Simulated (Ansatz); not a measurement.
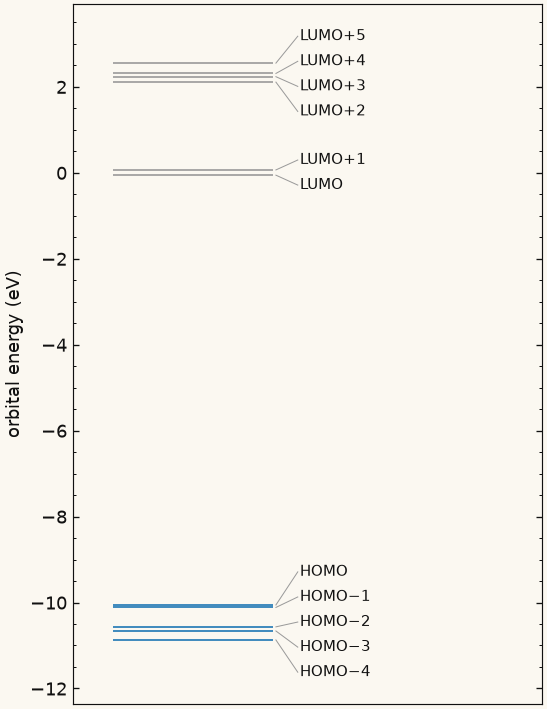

Kohn-Sham orbital energies near the frontier, CAM-B3LYP/def2-TZVPP, the Ansatz code, at a PBE0-D4/def2-TZVP geometry (no frequency check), isolated molecule; empty levels in grey, levels within 0.03 eV side by side.

Which molecule has this level scheme?
A. C₄H₈F₂O₂Si₂, SMILES CO[Si@H](F)C#C[Si@@H](F)OC
B. C₂H₈ClFMoO₄, SMILES C[O][Mo]([OH])([OH])([F])([Cl])[O]C, singlet
C. C₄H₁₂Ga₂O, SMILES [CH3][Ga]([CH3])[O][Ga]([CH3])[CH3], singlet

Answer. Option A. HOMO −10.06 eV, LUMO −0.06 eV, separation 10.00 eV.

Caveats: one conformer of a flexible molecule; empty levels above zero depend strongly on the basis.
